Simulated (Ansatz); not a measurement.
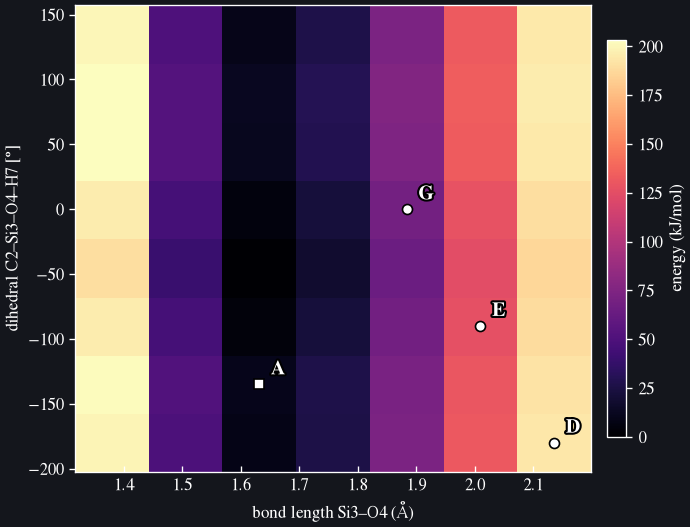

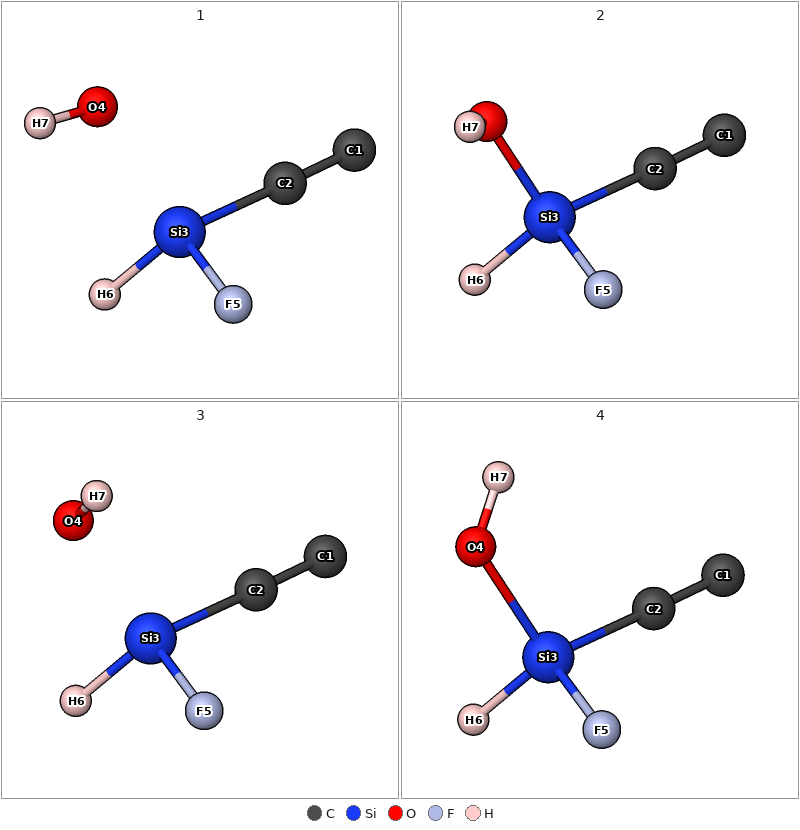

C2H2FOSi, SMILES [C]#C[SiH](O)F, spin multiplicity 2. The first coordinate is: bond length Si3–O4; the second: dihedral C2–Si3–O4–H7. Nothing is relaxed (all other coordinates rigid). The grid has 7 × 8 points. Points are written as (first, second). Energies: kJ/mol, counted from the lowest grid point. All numbers below come from UKS r2SCAN-D4/def2-SVP in Ansatz 0.2.0.

Drawn: one coloured cell a grid point, lettered points. The numbered pictures are the structures at these points, in random order.

Which structure belongs to which point?

Answer. A is structure 2: (1.632 Å, −135°), 10 kJ/mol; D is structure 1: (2.136 Å, −180°), 193 kJ/mol; E is structure 3: (2.010 Å, −90°), 126 kJ/mol; G is structure 4: (1.884 Å, 0°), 68 kJ/mol.
